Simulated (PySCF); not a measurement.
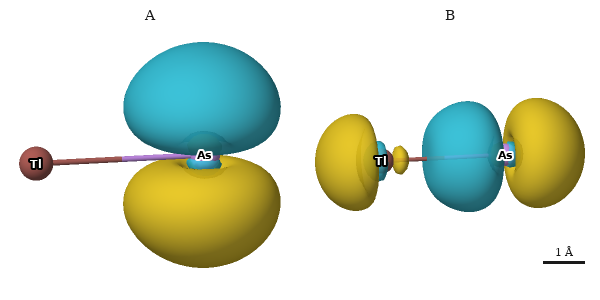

Figure 1: TlAs (charge +1, quartet). Two frontier α-spin orbitals, each drawn at the value that holds 80 % of its norm (yellow and cyan are the two phases), in no order; of a degenerate pair one member is drawn.

Core potentials replace the inner electrons of Tl.

These are results of PBE0/cc-pVDZ(-PP), non-relativistic Hamiltonian with scalar-relativistic core potentials where named, at a bond length of 3.197 Å in PySCF 2.14.0, not measurements.

Name the orbitals and rank them from lowest to highest energy.

Orbital B: σ, occupied in this spin, −12.07 eV; mainly on As (75 %).
Orbital A: π, occupied in this spin, −11.86 eV; almost wholly on As.
